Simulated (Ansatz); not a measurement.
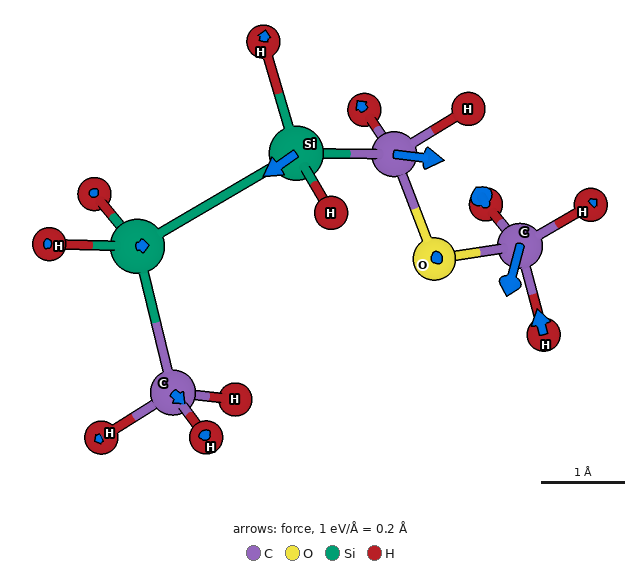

Starting geometry of C₃H₁₂OSi₂ with the computed forces as blue arrows. Style: ball-and-stick. Shown at a tilt.

The run prepares an end point of a later path (torsion) calculation, from a guessed geometry.

These are results of RKS PBE0-D4/6-31G* in Ansatz, not measurements. Settings: no spin polarisation; force threshold 0.015 eV/Å; at most 40 steps.

> What follows when this structure is relaxed?

It isn't relaxed: the largest force vector, on a C atom, is 4.35 eV/Å. The final displacements have little in common with the starting forces (cosine between the two patterns 0.14). Over 10 accepted moves (13 points after the start) the energy falls by 54.6 kJ/mol. Largest force component: 4 eV/Å at the start, 0.0099 eV/Å at the end. The line search rejected the trial steps at points 5, 10, 12 of the run. The atom that moves furthest after the best rigid fit is an H atom (0.53 Å). Largest moves by element: H 0.53 Å, C 0.28 Å, O 0.25 Å, Si 0.15 Å. Among the contacts that change: C–Si 1.825 → 1.907 Å, C–O 1.482 → 1.403 Å, C–H 1.040 → 1.102 Å, C–H 1.150 → 1.093 Å. Among the angles between lasting bonds that change: O–C–Si 118.0° → 107.3°, C–Si–H 115.9° → 109.5°, O–C–H 105.3° → 110.9°. The run took 83 s on 2 threads of Arm Neoverse V1, with other jobs on the host, peak memory 0.33 GiB.
